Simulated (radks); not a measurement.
# Spin polarisation of the 3p shell in Si⁺

Aim: the energy gained and the exchange splitting as electrons of the 3p shell of Si⁺ are turned from spin down to spin up.

Program: radks (a radial shooting solver on a logarithmic mesh, Libxc functionals) version 1. Level of theory: scalar-relativistic Kohn-Sham, PBE, spin-polarised, spherical densities, finite nucleus. These are calculated values, not measurements, unless marked.

### Step 1. Starting point

```
element            : silicon (Z = 14)
charge             : +1
electrons          : 13
configuration      : [Ne] 3s2 3p(up 0.5, down 0.5)
nuclear rms radius : 3.1224 fm
```

A shell typed twice in an input gives spin up, then spin down.

### Step 2. No moment

Input:

```text
Z 14
configuration [Ne] 3s2 3p0.5 3p0.5
relativity scalar-relativistic
functional pbe,pbe
spin polarised
nucleus finite rms 3.1224 fm
c 137.035999084
```

### Step 3. moment 0.25 in 3p

Input:

```text
Z 14
configuration [Ne] 3s2 3p0.625 3p0.375
relativity scalar-relativistic
functional pbe,pbe
spin polarised
nucleus finite rms 3.1224 fm
c 137.035999084
```

### Step 4. moment 0.5 in 3p

Input:

```text
Z 14
configuration [Ne] 3s2 3p0.75 3p0.25
relativity scalar-relativistic
functional pbe,pbe
spin polarised
nucleus finite rms 3.1224 fm
c 137.035999084
```

### Step 5. moment 0.75 in 3p

Input:

```text
Z 14
configuration [Ne] 3s2 3p0.875 3p0.125
relativity scalar-relativistic
functional pbe,pbe
spin polarised
nucleus finite rms 3.1224 fm
c 137.035999084
```

### Step 6. moment 1 in 3p

Input:

```text
Z 14
configuration [Ne] 3s2 3p1 3p0
relativity scalar-relativistic
functional pbe,pbe
spin polarised
nucleus finite rms 3.1224 fm
c 137.035999084
```

Before running it: what results should come out? Wanted: for each run, moment; E − E(0); ε(3p up); ε(3p down); splitting.

As calculated:

```
moment (μB)  E − E(0) (eV)  ε(3p up) (eV)  ε(3p down) (eV)  splitting (eV)
          0          0.000        -11.656          -11.656           0.000
       0.25         -0.017        -11.786          -11.515           0.271
        0.5         -0.068        -11.905          -11.362           0.543
       0.75         -0.153        -12.015          -11.195           0.819
          1         -0.273        -12.115          -11.013           1.102
```

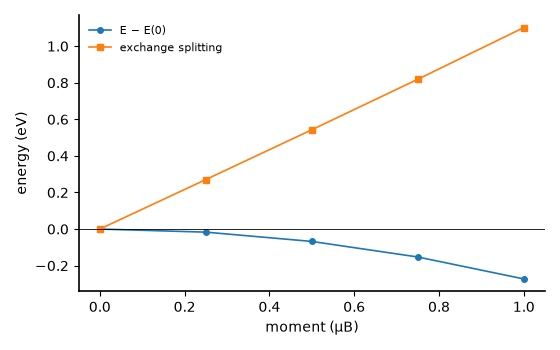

Energy and exchange splitting against the moment.

**Reading.** At a moment of 1 μB the energy has fallen by 0.27 eV and the 3p levels split by 1.10 eV, 1.102 eV per μB. The Stoner form E = −I m²/4 would give I = 1.091 eV. The energy falls at every step.
